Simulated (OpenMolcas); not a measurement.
**Energy and gradient calculation of CH4Se (part 2 of 2)**

The same run, continued: CH4Se; PBE/def2-SVPD, RKS (OpenMolcas 26.06). The geometry comes from this level: PBE0-D4/def2-TZVP.

Geometry of the input (Å):
```
C  -0.1344  -0.3535  -0.3938
Se 0.8543  0.2568  1.1707
H  -1.1979  -0.4132  -0.1748
H  0.2439  -1.3500  -0.6172
H  0.0513  0.3004  -1.2427
H  0.1828  1.5596  1.2578
```

**The program's output, continued**
```
   1  -441.133073532 -1686.256872563  1144.651054453   0.00E+00    2.61E-01*   3.31E-01*    1.08E+01   3.62E+02   None         2.
   2  -441.205269675 -1694.523793250  1152.845778997  -7.22E-02*   1.89E-01*   4.49E-02*    2.47E+00   3.63E+02   EDIIS        1.
   3  -441.239864975 -1687.836868126  1146.124258574  -3.46E-02*   8.05E-02*   2.27E-02*    1.28E+00   3.62E+02   EDIIS        1.
   4  -441.309012644 -1689.122681543  1147.340924321  -6.91E-02*   4.59E-02*   9.78E-03*    4.70E-01   3.62E+02   c2DIIS       1.
   5  -441.313965265 -1691.707770599  1149.921060757  -4.95E-03*   8.97E-02*   1.02E-02*    3.80E-01   3.63E+02   QNRc2DIIS    1.
   6  -441.310827055 -1687.885464805  1146.101893172   3.14E-03*   5.32E-02*   1.43E-02*    4.67E-01   3.62E+02   QNRc2DIIS    1.
   7  -441.316856119 -1689.938315955  1148.148715258  -6.03E-03*   8.30E-03*   2.65E-03*    2.58E-01   3.62E+02   QNRc2DIIS    1.
   8  -441.317045728 -1690.132853164  1148.343062859  -1.90E-04*   7.19E-04*   6.85E-04*    3.82E-02   3.62E+02   QNRc2DIIS    1.
   9  -441.317047708 -1690.094232669  1148.304440384  -1.98E-06*   1.84E-04*   7.18E-05*    4.22E-03   3.62E+02   QNRc2DIIS    1.
  10  -441.317047834 -1690.095749622  1148.305957210  -1.26E-07*   3.22E-04*   3.82E-05*    1.03E-03   3.62E+02   QNRc2DIIS    1.
  11  -441.317047900 -1690.095188522  1148.305396044  -6.56E-08*   6.74E-05*   4.10E-05*    1.90E-03   3.62E+02   QNRc2DIIS    1.
  12  -441.317047909 -1690.093993613  1148.304201126  -9.70E-09*   5.26E-06    1.56E-06*    4.41E-04   3.62E+02   QNRc2DIIS    1.
  13  -441.317047909 -1690.094071692  1148.304279205  -1.77E-11    1.32E-06    3.18E-07*    2.66E-05   3.62E+02   QNRc2DIIS    1.
  14  -441.317047909 -1690.094070867  1148.304278380  -6.82E-12    1.60E-07    2.89E-08     6.64E-06   3.62E+02   QNRc2DIIS    1.

       Convergence after  14 Iterations
--

 *****************************************************************************************************************************
 *                                             SCF/KS-DFT Program, Final results                                             *
 *                                                       Final Results                                                       *
 *****************************************************************************************************************************

::    Total KS-DFT energy                           -2441.3170479095
      One-electron energy                           -3690.0940708672
      Two-electron energy                            1148.3042783803
      Nuclear repulsion energy                        100.4727445774
      Kinetic energy (interpolated)                  2437.7316068078
      Virial theorem                                    1.0014708104
      Total spin, S(S+1)                                0.0000000000
      Total spin, S                                     0.0000000000
      Max non-diagonal density matrix element           0.0000001095
      Max non-diagonal Fock matrix element              0.0000000102

      All orbitals with orbital energies smaller than  E(LUMO)+0.5 are printed

++    Molecular orbitals:
      -------------------

      Title: RKS-DFT orbitals

      Molecular orbitals for symmetry species 1: a

          Orbital            1         2         3         4         5         6         7         8         9        10
          Energy         -452.0375  -57.3802  -51.5454  -51.5442  -51.5412   -9.9261   -7.5378   -5.5331   -5.5291   -5.5189
          Occ. No.          2.0000    2.0000    2.0000    2.0000    2.0000    2.0000    2.0000    2.0000    2.0000    2.0000

          Orbital           11        12        13        14        15        16        17        18        19        20
          Energy           -1.9724   -1.9720   -1.9640   -1.9609   -1.9594   -0.6910   -0.5775   -0.3967   -0.3836   -0.3429
          Occ. No.          2.0000    2.0000    2.0000    2.0000    2.0000    2.0000    2.0000    2.0000    2.0000    2.0000

          Orbital           21        22        23        24        25        26        27        28        29        30
          Energy           -0.2947   -0.1965   -0.0344   -0.0143    0.0254    0.0326    0.0389    0.0630    0.0797    0.0817
          Occ. No.          2.0000    2.0000    0.0000    0.0000    0.0000    0.0000    0.0000    0.0000    0.0000    0.0000

          Orbital           31        32        33        34        35        36        37        38        39        40
          Energy            0.1001    0.1142    0.1203    0.1432    0.1630    0.1700    0.1861    0.2161    0.2483    0.2660
          Occ. No.          0.0000    0.0000    0.0000    0.0000    0.0000    0.0000    0.0000    0.0000    0.0000    0.0000

          Orbital           41        42        43        44        45        46        47        48        49        50
          Energy            0.2713    0.2967    0.3170    0.3172    0.3326    0.3371    0.3426    0.3475    0.3632    0.3959
          Occ. No.          0.0000    0.0000    0.0000    0.0000    0.0000    0.0000    0.0000    0.0000    0.0000    0.0000

          Orbital           51        52        53        54
          Energy            0.4005    0.4059    0.4129    0.4580
          Occ. No.          0.0000    0.0000    0.0000    0.0000

--

++    Molecular charges:
      ------------------

      Mulliken charges per centre and basis function type
      ---------------------------------------------------

                C1      SE2     H3      H4      H5      H6
      1s       2.8096  7.8506  0.9147  0.9138  0.9146  0.8068
      2px      1.0389  5.5759  0.0619  0.0314  0.0228  0.0310
      2pz      0.9866  5.3779  0.0109  0.0181  0.0331  0.0131
      2py      1.0238  5.2402  0.0208  0.0504  0.0377  0.0238
      3d2+     0.0055  2.0231  0.0000  0.0000  0.0000  0.0000
      3d1+     0.0111  2.0280  0.0000  0.0000  0.0000  0.0000
      3d0      0.0250  2.0304  0.0000  0.0000  0.0000  0.0000
      3d1-     0.0117  2.0206  0.0000  0.0000  0.0000  0.0000
      3d2-     0.0145  2.0218  0.0000  0.0000  0.0000  0.0000
      Total    5.9268 34.1685  1.0082  1.0136  1.0081  0.8747

      N-E      0.0732 -0.1685 -0.0082 -0.0136 -0.0081  0.1253

      Total electronic charge=   44.000000

      Total            charge=   -0.000000
--

++    Molecular properties:
      ---------------------

      Charge (e):
                      =   -0.0000
      Dipole Moment (debye):
      Origin of the operator (angstrom)=    0.6872    0.1707    0.9177
                   X= -8.9023E-01               Y= -2.9395E-02               Z= -1.0604E+00           Total=  1.3849E+00
      Quadrupole Moment (debye*angstrom):
      Origin of the operator (angstrom)=    0.6872    0.1707    0.9177
                  XX= -2.6933E+01              XY= -8.4173E-01              XZ=  1.4265E+00              YY= -2.4892E+01
                  YZ=  1.5217E+00              ZZ= -2.5949E+01
      In traceless form (debye*angstrom)
                  XX= -1.5124E+00              XY= -1.2626E+00              XZ=  2.1397E+00              YY=  1.5487E+00
                  YZ=  2.2826E+00              ZZ= -3.6302E-02
--

--- Stop Module: scf /rc=_RC_ALL_IS_WELL_ ---
--- Module scf spent 20 seconds ---

--- Start Module: alaska ---

                                              &ALASKA

                       available to each process: 1.9 GB of memory, 1 thread

                     Threshold for contributions to the gradient: 1.000E-07

                    ********************************************
                    * Symmetry Adapted Cartesian Displacements *
                    ********************************************

           Irreducible representation : a
           Basis function(s) of irrep: x, y, xy, Rz, z, xz, Ry, yz, Rx, I

 Basis Label        Type   Center Phase
   1   C1           x         1     1
   2   C1           y         1     1
   3   C1           z         1     1
   4   SE2          x         2     1
   5   SE2          y         2     1
   6   SE2          z         2     1
   7   H3           x         3     1
   8   H3           y         3     1
   9   H3           z         3     1
  10   H4           x         4     1
  11   H4           y         4     1
  12   H4           z         4     1
  13   H5           x         5     1
  14   H5           y         5     1
  15   H5           z         5     1
  16   H6           x         6     1
  17   H6           y         6     1
  18   H6           z         6     1

                     No automatic utilization of translational and rotational invariance of the energy is employed.

 DFT contribution computed for a moving grid.

 Conventional ERI gradients!

 **************************************************
 *              Molecular gradients               *
 **************************************************

  Irreducible representation: a
 ------------------------------------------------------------------------------------------
                              X                       Y                       Z
 ------------------------------------------------------------------------------------------
  C1               -1.72019890387531E-03   -2.26912430981896E-03   -3.46011946770197E-03
  SE2              -7.47199225758699E-03    4.06319578147563E-03   -6.01926317608914E-03
  H3                1.06452109843751E-02    9.95486718873506E-04   -1.46704168650447E-03
  H4               -3.28349217081625E-03    9.39762817879064E-03    2.43405494807369E-03
  H5               -1.46645218177288E-03   -5.90747902704747E-03    8.85862128282344E-03
  H6                3.29692452963215E-03   -6.27970734226935E-03   -3.46251900591898E-04
 ------------------------------------------------------------------------------------------

--- Stop Module: alaska /rc=_RC_ALL_IS_WELL_ ---
--- Module alaska spent 5 seconds ---

.##################.
.# Happy landing! #.
.##################.

    Timing: Wall=29.58 User=26.09 System=3.48
```

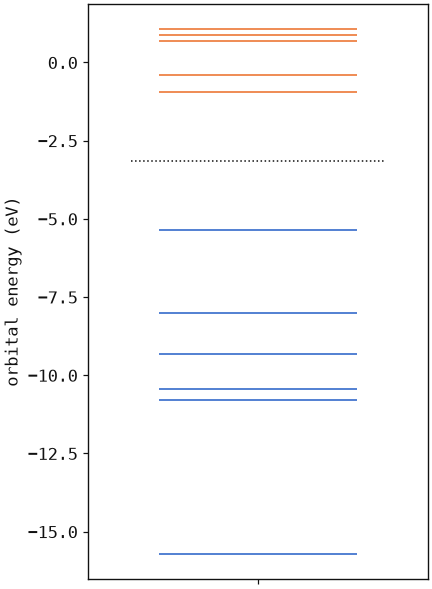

Figure 1. Orbital energies near the frontier; the dotted line parts filled from empty levels, and levels within 0.02 eV of each other stand side by side. Highest filled −5.35 eV, lowest empty −0.94 eV, 4.41 eV apart.

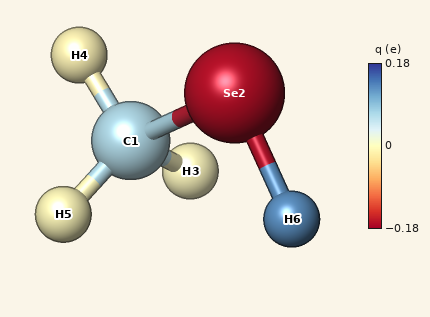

Figure 2. Mulliken charges, as the colour of each atom (ball-and-stick view, seen at a tilt; atoms are numbered from 1 in the order of the input). By element: C +0.07, Se −0.17 and H −0.01 to +0.13 e.
